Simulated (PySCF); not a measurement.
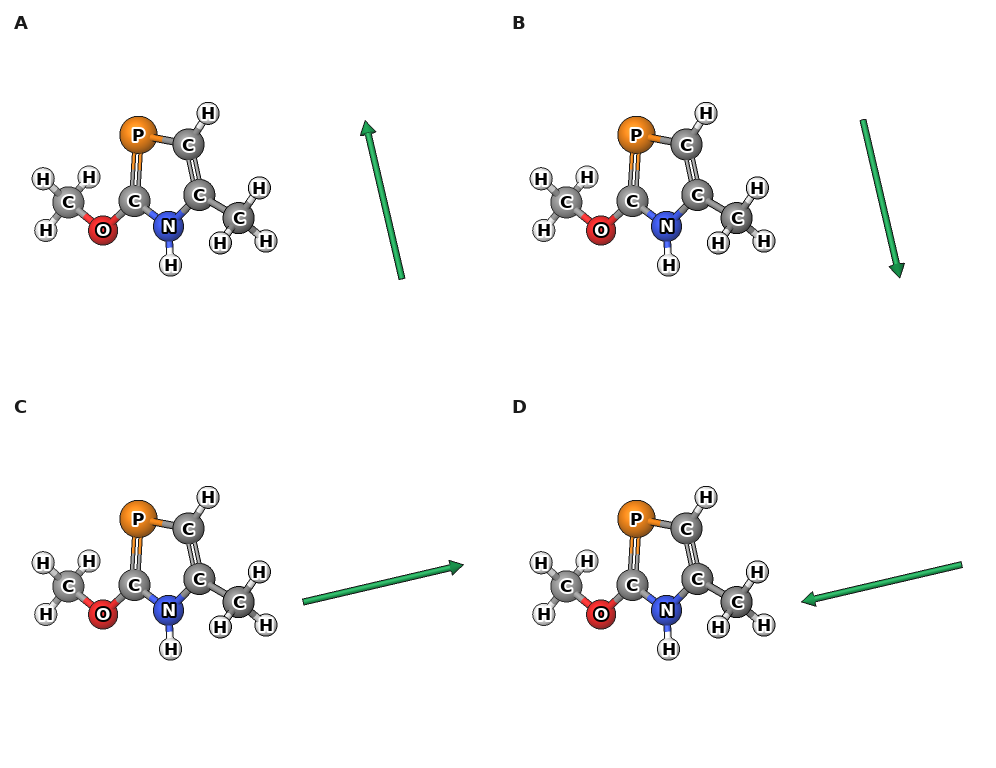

The same molecule four times, each with an arrow. The computed structure is the end point of a GFN2-xTB optimisation. No frequency run is at hand to confirm it as a minimum. Properties computed with CAM-B3LYP/def2-SVPD, gas phase (PySCF 2.14.0).

Question: Which arrow points along the dipole moment, from the negative to the positive end?

Answer: B. The dipole moment is 2.48 D.

The geometry is semi-empirical. Around P such bond lengths and angles can be off by a tenth of an ångström or more and by several degrees, and values that hang on the shape move with them.
